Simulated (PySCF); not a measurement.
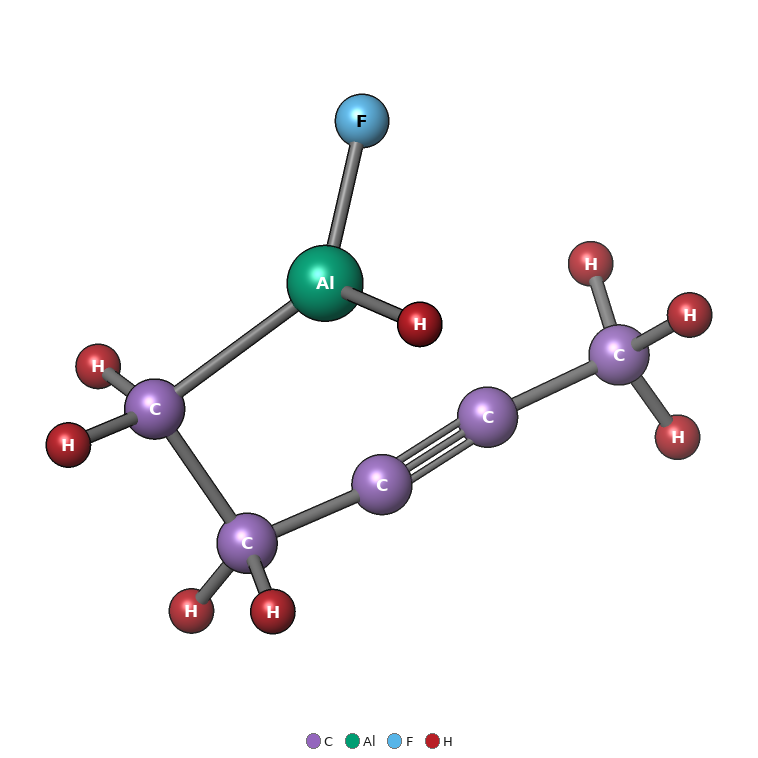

The geometry was computed by an optimisation with GFN2-xTB. No frequency run is at hand to confirm it as a minimum. Method: PBE0/def2-SVPD, gas phase (PySCF 2.14.0). Excitations: vertical, linear response.

What does the calculation give?

The species is C5H8AlF (`CC#CC[CH2][AlH][F]`).
- dipole moment: 2.91 D
- HOMO energy (Kohn–Sham orbital): −7.44 eV
- LUMO energy (Kohn–Sham orbital): 0.13 eV
- HOMO–LUMO gap: 7.57 eV
- mean static polarisability: 81.7 bohr³
- lowest vertical singlet excitation: 6.19 eV
- its oscillator strength: 0.002

The geometry is semi-empirical. Around Al such bond lengths and angles can be off by a tenth of an ångström or more and by several degrees, and values that hang on the shape move with them.
